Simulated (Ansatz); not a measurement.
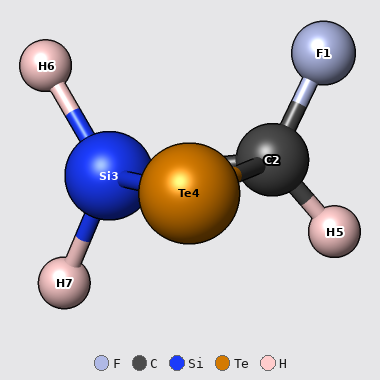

The system is CH3FSiTe, SMILES FC1[SiH2][Te]1; the picture shows the reference structure. First axis: bond length Si3–H6. Second axis: angle H7–Si3–H6. Nothing is relaxed (all other coordinates rigid). The scan uses a 7 × 7 grid. Energies are in eV, from the relaxed molecule at the same level. Method: Ansatz, RKS PBE0-D4/def2-SVP.

Its coordinates:

```yaml
atoms:
  - { symbol: F, position_ang: [-1.1751, -1.4521, 0.6319] }
  - { symbol: C, position_ang: [-0.3648, -0.8192, -0.2390] }
  - { symbol: Si, position_ang: [0.5508, 0.7209, 0.3004] }
  - { symbol: Te, position_ang: [-1.2747, 0.9479, -1.3156] }
  - { symbol: H, position_ang: [0.0507, -1.5160, -0.9792] }
  - { symbol: H, position_ang: [0.3165, 1.1450, 1.7051] }
  - { symbol: H, position_ang: [1.9580, 0.9056, -0.1493] }
```

Range: bond length Si3–H6 from 1.278 to 2.080 Å; angle H7–Si3–H6 from 68.5 to 158.5°.

> What landscape does the calculation give?

The lowest grid point is at bond length Si3–H6 = 1.545 Å, angle H7–Si3–H6 = 113.5°, 0.030 eV from the relaxed molecule at the same level. No other kind of well shows on this grid. The highest grid point, bond length Si3–H6 = 2.080 Å, angle H7–Si3–H6 = 158.5°, lies 2.73 eV above the lowest. Round the minimum the two coordinates are nearly uncoupled.

| angle H7–Si3–H6 ↓, bond length Si3–H6 → | 1.278 | 1.412 | 1.545 | 1.679 | 1.813 | 1.947 | 2.080 |
| --- | --- | --- | --- | --- | --- | --- | --- |
| 158.5 | 1.85 | 1.37 | 1.35 | 1.58 | 1.93 | 2.34 | 2.76 |
| 143.5 | 1.12 | 0.64 | 0.62 | 0.86 | 1.23 | 1.65 | 2.09 |
| 128.5 | 0.68 | 0.20 | 0.18 | 0.42 | 0.79 | 1.21 | 1.66 |
| 113.5 | 0.55 | 0.06 | 0.03 | 0.26 | 0.62 | 1.04 | 1.49 |
| 98.5 | 0.73 | 0.22 | 0.18 | 0.39 | 0.73 | 1.13 | 1.57 |
| 83.5 | 1.24 | 0.71 | 0.64 | 0.82 | 1.13 | 1.50 | 1.91 |
| 68.5 | 2.12 | 1.55 | 1.43 | 1.56 | 1.82 | 2.14 | 2.49 |

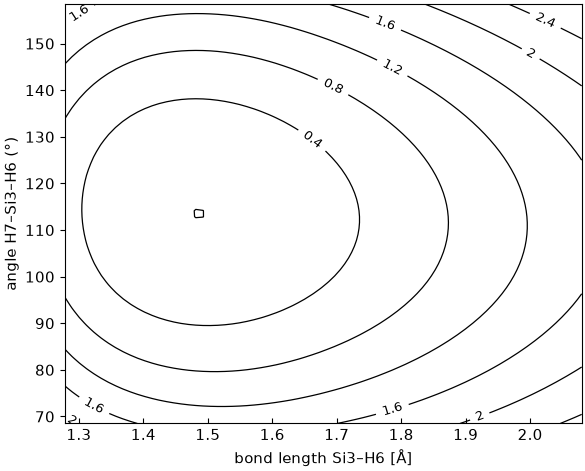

The picture shows contour lines labelled in eV. Between grid points the surface is interpolated.

Each point was launched as `ansatz run input.yaml --threads 1 --pin off --max-ram 2560MiB --backend cpu --events-out ev --progress --plain --runs-dir out`. The whole map (49 points run) took 12 min on 1 thread of Intel(R) Xeon(R) Processor @ 2.50GHz (Skylake/Cascade Lake) (shared host).
